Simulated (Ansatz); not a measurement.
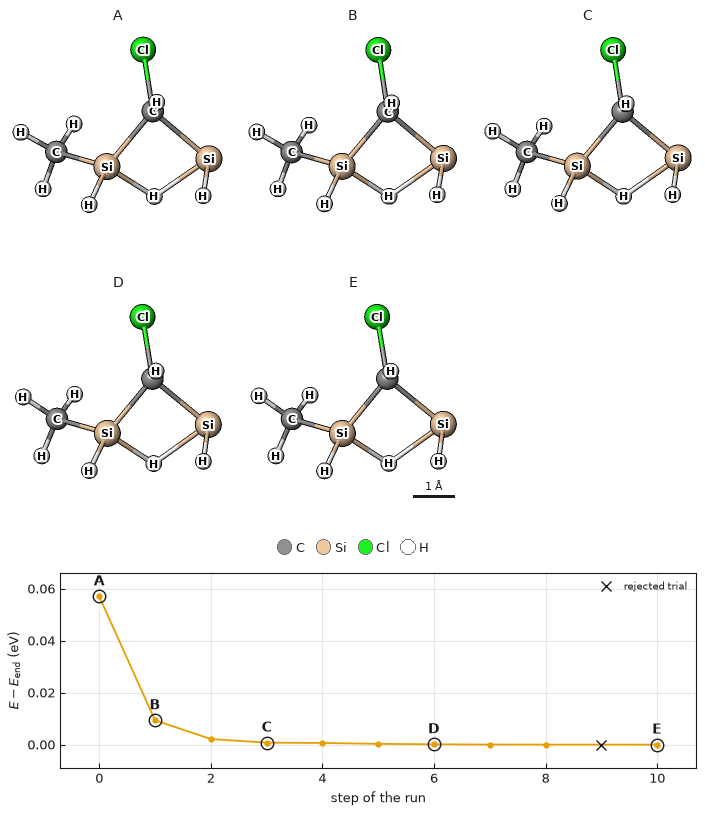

Frames of a relaxation of C$_{2}$H$_{7}$ClSi$_{2}$, marked on the history of the run. A ball-and-stick model, seen at a tilt.

The start comes from PBE-D4/def2-SVP.

These are results of RKS PBE0-D4/def2-TZVP in Ansatz 0.2.0, not measurements.

Input
```yaml
crystal:
  periodic: [false, false, false]
  atoms:
    - {symbol: C, position_ang: [-1.547458, -0.432728, 0.908087]}
    - {symbol: Si, position_ang: [0.204405, 0.132267, 0.555815]}
    - {symbol: Si, position_ang: [1.743094, -0.794907, -1.280798]}
    - {symbol: C, position_ang: [0.562067, 0.789864, -1.153417]}
    - {symbol: Cl, position_ang: [-0.855972, 0.762458, -2.278349]}
    - {symbol: H, position_ang: [-1.974250, -0.882941, -0.009818]}
    - {symbol: H, position_ang: [-1.586126, -1.167439, 1.736462]}
    - {symbol: H, position_ang: [-2.168777, 0.445243, 1.181778]}
    - {symbol: H, position_ang: [0.930472, 0.753377, 1.706423]}
    - {symbol: H, position_ang: [2.751728, -0.111194, -0.319408]}
    - {symbol: H, position_ang: [0.939627, -1.312486, 0.215100]}
    - {symbol: H, position_ang: [1.077990, 1.763187, -1.227974]}
basis:
  gaussian: {orbitals: def2-TZVP}
hamiltonian: {xc: pbe0, dispersion: d4}
relax: {f_tol: 0.005, max_steps: 150}
```

Run as
```bash
ansatz run in.yaml --threads 4 --pin off --events-out ev --progress --plain --max-ram 10444MiB
```

**Describe the path.**

After 9 accepted moves (10 points after the start) the energy has fallen by 0.057 eV. The largest force component goes from 0.55 to 0.0014 eV/Å. The line search rejected the trial step at point 9 of the run. The largest move after the best rigid fit is that of H6, 0.13 Å. Largest moves by element: H 0.13 Å, Cl 0.08 Å, Si 0.04 Å, C 0.02 Å. Near-neighbour distances that change, for instance: Si2–H11 1.656 → 1.618 Å, Si3–C4 1.981 → 1.953 Å, C4–Cl5 1.810 → 1.783 Å, Si3–H10 1.552 → 1.529 Å. Cost: 56 s on 4 threads of Arm Neoverse V1, on a shared host. From step 0 to 1: H10 moves most (0.04 Å), energy −0.048 eV. From step 1 to 3: H6 moves most (0.03 Å), energy −0.009 eV. From step 3 to 6: H8 moves most (0.04 Å), energy −0.001 eV. From step 6 to 10: H8 moves most (0.03 Å), energy 0.000 eV.

```json
{"step": "0", "E − E(0), eV": "0.0000", "largest force component, eV/Å": "0.5537", "note": ""}
{"step": "1", "E − E(0), eV": "-0.0476", "largest force component, eV/Å": "0.2163", "note": ""}
{"step": "2", "E − E(0), eV": "-0.0548", "largest force component, eV/Å": "0.0777", "note": ""}
{"step": "3", "E − E(0), eV": "-0.0563", "largest force component, eV/Å": "0.0491", "note": ""}
{"step": "4", "E − E(0), eV": "-0.0564", "largest force component, eV/Å": "0.0423", "note": ""}
{"step": "5", "E − E(0), eV": "-0.0567", "largest force component, eV/Å": "0.0168", "note": ""}
{"step": "6", "E − E(0), eV": "-0.0569", "largest force component, eV/Å": "0.0104", "note": ""}
{"step": "7", "E − E(0), eV": "-0.0570", "largest force component, eV/Å": "0.0121", "note": ""}
{"step": "8", "E − E(0), eV": "-0.0570", "largest force component, eV/Å": "0.0070", "note": ""}
{"step": "9", "E − E(0), eV": "-0.0570", "largest force component, eV/Å": "0.0068", "note": "rejected"}
{"step": "10", "E − E(0), eV": "-0.0570", "largest force component, eV/Å": "0.0014", "note": ""}
```
